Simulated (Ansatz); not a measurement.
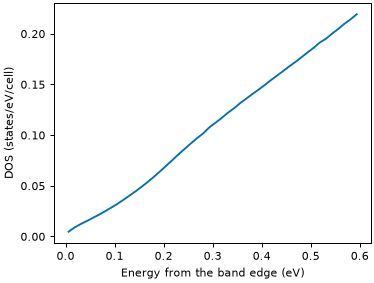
Fig. 1. Density of states of Ge (Fd-3m) below the valence band maximum, r2SCAN with spin-orbit coupling, rigid bands (Ansatz, an electronic-structure program); cell volume 45.7 Å³.

Problem. What effective density of states at 300 K does this give (∫ g(E) exp(−E/k_BT) dE, both spins, divided by the cell's size)?

Solution. 5.9e18 cm⁻³, a density-of-states mass of 0.38 mₑ, valleys and band degeneracy included.

Geometry: cell and atoms relaxed with PBEsol.
